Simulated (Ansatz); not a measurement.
Consider H6Si8.

```json
{"atom": "Si", "x (Å)": "-0.1732", "y (Å)": "3.8241", "z (Å)": "0.6724"}
{"atom": "Si", "x (Å)": "-1.0540", "y (Å)": "-1.9128", "z (Å)": "-0.8442"}
{"atom": "Si", "x (Å)": "-1.1567", "y (Å)": "2.0159", "z (Å)": "-0.3652"}
{"atom": "Si", "x (Å)": "1.5185", "y (Å)": "-0.1944", "z (Å)": "0.8430"}
{"atom": "Si", "x (Å)": "-0.2297", "y (Å)": "-1.6158", "z (Å)": "1.6628"}
{"atom": "Si", "x (Å)": "1.1890", "y (Å)": "-1.8252", "z (Å)": "-0.7673"}
{"atom": "Si", "x (Å)": "1.2147", "y (Å)": "2.0338", "z (Å)": "0.1870"}
{"atom": "Si", "x (Å)": "-1.6887", "y (Å)": "-0.1267", "z (Å)": "0.4451"}
{"atom": "H", "x (Å)": "2.8963", "y (Å)": "-0.3342", "z (Å)": "1.4446"}
{"atom": "H", "x (Å)": "-1.9311", "y (Å)": "2.2689", "z (Å)": "-1.6380"}
{"atom": "H", "x (Å)": "1.9016", "y (Å)": "-3.1603", "z (Å)": "-0.7119"}
{"atom": "H", "x (Å)": "-3.1570", "y (Å)": "-0.1948", "z (Å)": "0.7862"}
{"atom": "H", "x (Å)": "-1.7734", "y (Å)": "-3.2093", "z (Å)": "-1.1131"}
{"atom": "H", "x (Å)": "2.4435", "y (Å)": "2.4307", "z (Å)": "-0.6014"}
```

Geometry: PBE-D4/def2-SVP.

Level of theory: RKS PBE0-D4/def2-TZVP in Ansatz 0.2.0.

What can the converged electron density and electron localisation function tell about the bonding?

Si–Si (2.35 Å): ρ is about 0.58 e/Å³ halfway; the ELF peaks at about 0.95 between the atoms (a shared electron pair).
Si–Si (2.41 Å): the density is about 0.5 e/Å³ at the midpoint; the ELF peaks at about 0.90 between the atoms, as expected for a shared electron pair.

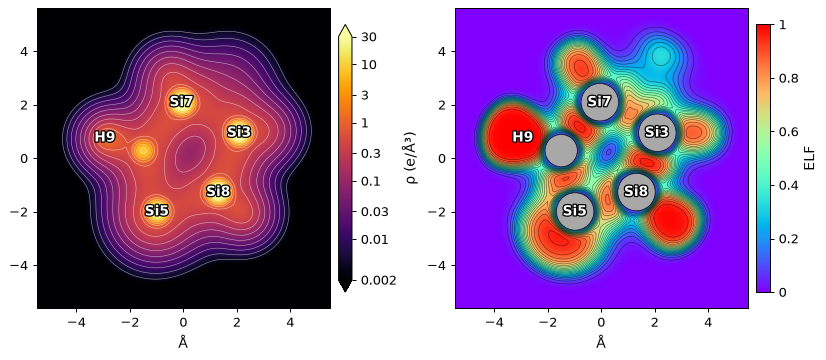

Computed electron density and electron localisation function on the plane of atoms Si7, Si3 and Si8, in this order. Grey discs cover the atomic cores in the ELF map. 
